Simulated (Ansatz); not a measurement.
```csv
atom,x (Å),y (Å),z (Å)
Cl,2.1463,0.2001,-0.6723
Cl,-0.0050,1.8985,1.0227
F,-1.2436,-0.6522,1.2934
F,0.4071,-1.9553,-0.0072
O,-0.9043,0.1135,-1.3938
W,-0.0124,-0.1416,-0.0062
```

Geometry: PBE0-D4/def2-SVP; core potentials replace the inner electrons of W.

These are results of isolated molecule in a Gaussian basis; Kohn-Sham density functional theory, functional PBE0 (Ansatz 0.2.0), not measurements.

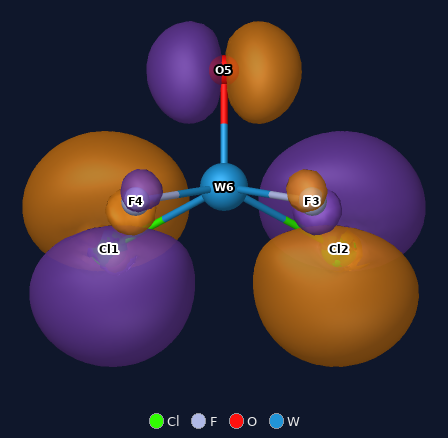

Cl$_{2}$F$_{2}$OW (SMILES [O]=[W]([F])([F])([Cl])[Cl]). The HOMO−1 at ±0.08 Å⁻³ᐟ² (orange and purple are the two phases), seen from one side.

Where does this orbital lie, and at what energy?

Its weight (Hirshfeld) is mainly on Cl1 (about 45 %), Cl2 (about 45 %) and O5 (about 10 %); largely a combination of lone pairs on Cl1, Cl2 and O5. Its energy is −10.08 eV.
